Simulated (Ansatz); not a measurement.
The calculation's input:

```
crystal:
  periodic: [false, false, false]
  atoms:
    - {symbol: Ga, position_ang: [-4.962530, 1.695905, -0.385232]}
    - {symbol: Ga, position_ang: [-2.471670, -4.181856, 2.890479]}
    - {symbol: Ga, position_ang: [1.069927, -4.642729, -0.599932]}
    - {symbol: Ga, position_ang: [-1.936147, 1.938440, -3.851063]}
    - {symbol: Ga, position_ang: [1.468856, -1.463581, -3.898910]}
    - {symbol: Ga, position_ang: [-1.707971, -1.236501, -0.951355]}
    - {symbol: Ga, position_ang: [-1.571838, 1.563770, 2.579820]}
    - {symbol: Ga, position_ang: [1.430804, -1.430191, 1.904138]}
    - {symbol: Ga, position_ang: [1.237501, 1.711479, -0.949058]}
    - {symbol: Ga, position_ang: [-1.701128, 4.959663, -0.379551]}
    - {symbol: Ga, position_ang: [4.643430, -1.069379, -0.596372]}
    - {symbol: Ga, position_ang: [4.182315, 2.474495, 2.892880]}
    - {symbol: Sb, position_ang: [-3.203672, -2.699751, 0.738073]}
    - {symbol: Sb, position_ang: [-3.351770, 0.419270, -2.192206]}
    - {symbol: Sb, position_ang: [-3.057303, 3.051171, 0.937319]}
    - {symbol: Sb, position_ang: [-0.105026, -2.872274, -2.276076]}
    - {symbol: Sb, position_ang: [-0.169031, -2.870819, 3.510240]}
    - {symbol: Sb, position_ang: [2.935831, -2.936147, 0.371055]}
    - {symbol: Sb, position_ang: [-0.235543, 0.242686, -5.088401]}
    - {symbol: Sb, position_ang: [-0.420682, 3.353940, -2.188532]}
    - {symbol: Sb, position_ang: [2.874935, 0.108923, -2.272427]}
    - {symbol: Sb, position_ang: [-0.212009, 0.213104, 0.667541]}
    - {symbol: Sb, position_ang: [2.876488, 0.167686, 3.507988]}
    - {symbol: Sb, position_ang: [2.700715, 3.207143, 0.740185]}
    - {symbol: H, position_ang: [-5.863143, 2.663336, -1.249675]}
    - {symbol: H, position_ang: [-5.522508, 0.520899, 0.518049]}
    - {symbol: H, position_ang: [-3.496266, -3.890201, 4.051642]}
    - {symbol: H, position_ang: [-2.017921, -5.579359, 2.326298]}
    - {symbol: H, position_ang: [1.726760, -5.808971, -1.428852]}
    - {symbol: H, position_ang: [0.050606, -4.833958, 0.601785]}
    - {symbol: H, position_ang: [-2.743264, 2.746011, -4.942095]}
    - {symbol: H, position_ang: [2.306162, -2.299340, -4.944041]}
    - {symbol: H, position_ang: [-2.402486, 0.425663, 3.312134]}
    - {symbol: H, position_ang: [-0.439181, 2.394802, 3.319931]}
    - {symbol: H, position_ang: [-2.667867, 5.861571, -1.243415]}
    - {symbol: H, position_ang: [-0.527754, 5.518342, 0.526645]}
    - {symbol: H, position_ang: [5.810381, -1.725019, -1.425701]}
    - {symbol: H, position_ang: [4.834497, -0.052050, 0.607365]}
    - {symbol: H, position_ang: [5.581524, 2.025642, 2.328869]}
    - {symbol: H, position_ang: [3.886858, 3.496358, 4.055484]}
    - {symbol: H, position_ang: [-4.203762, -3.700531, -0.237763]}
    - {symbol: H, position_ang: [-4.436658, -1.604643, 1.206369]}
    - {symbol: H, position_ang: [-4.247794, -0.622966, -3.231652]}
    - {symbol: H, position_ang: [-4.022006, 4.013357, 1.992219]}
    - {symbol: H, position_ang: [-1.133998, -3.733602, -3.355379]}
    - {symbol: H, position_ang: [0.856701, -3.972671, 4.341007]}
    - {symbol: H, position_ang: [-0.463756, -1.847023, 4.857034]}
    - {symbol: H, position_ang: [3.807993, -3.809036, 1.574547]}
    - {symbol: H, position_ang: [-1.126395, -0.666707, -6.245308]}
    - {symbol: H, position_ang: [0.677067, 1.138263, -6.239092]}
    - {symbol: H, position_ang: [0.620142, 4.253818, -3.226069]}
    - {symbol: H, position_ang: [3.738116, 1.138274, -3.349925]}
    - {symbol: H, position_ang: [1.859312, 0.456027, 4.861206]}
    - {symbol: H, position_ang: [3.983757, -0.859516, 4.329449]}
    - {symbol: H, position_ang: [1.606240, 4.440827, 1.208176]}
    - {symbol: H, position_ang: [3.701760, 4.206455, -0.236043]}
basis:
  gaussian: {orbitals: def2-SVP, fitting: {mean_field: def2-universal-jkfit}, initial_orbitals: start.molden}
hamiltonian: {xc: pbe0, dispersion: d4}
scf: {omitted_lower_state_checks: [starts]}
output: {orbitals: {seedname: orbitals}}
```

Run with:

```sh
ansatz run in.yaml --threads 11 --pin off --events-out ev --progress --plain --max-ram 174080MiB --backend cuda --devices 0, --max-vram 75GiB
```

Geometry: PBE-D4/def2-SVP; core potentials replace the inner electrons of Sb.

Level of theory: RKS PBE0-D4/def2-SVP in Ansatz.

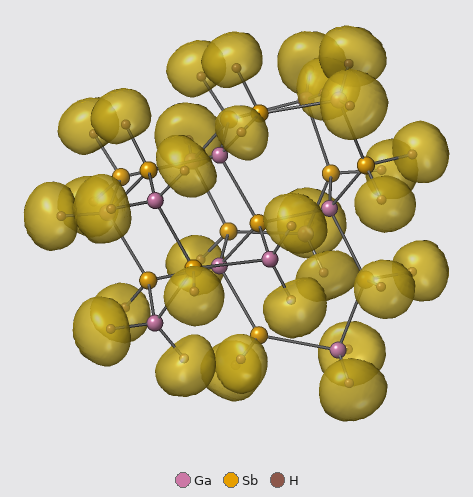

Ga$_{12}$H$_{32}$Sb$_{12}$ (Ga12Sb12 zinc blende off sphere). Isosurface of the electron localisation function at 0.85 (yellow), seen at a tilt. Core shells and regions of very low density are left out.

Question: What do the ELF domains correspond to?

Answer: At this value the surface marks out 32 regions around hydrogen nuclei. Along the contacts the grid gives the following. Ga–Sb (2.62 Å): the ELF peaks at about 0.75 between the atoms. Ga–H (1.57 Å): the ELF climbs to about 1 towards the hydrogen.
